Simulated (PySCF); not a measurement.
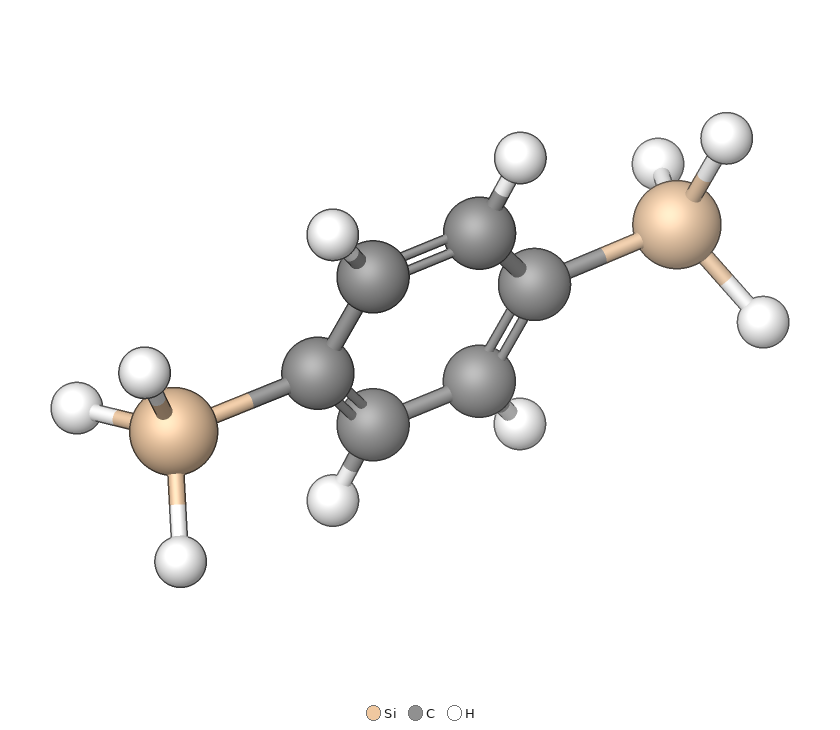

The geometry was computed by an optimisation with PBE0-D3(BJ)/def2-SVP. No frequency run is at hand to confirm it as a minimum.

Draw it as a skeletal formula.

SMILES: [SiH3]c1ccc([SiH3])cc1

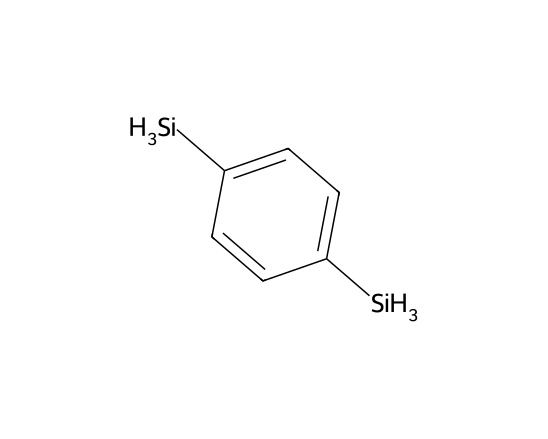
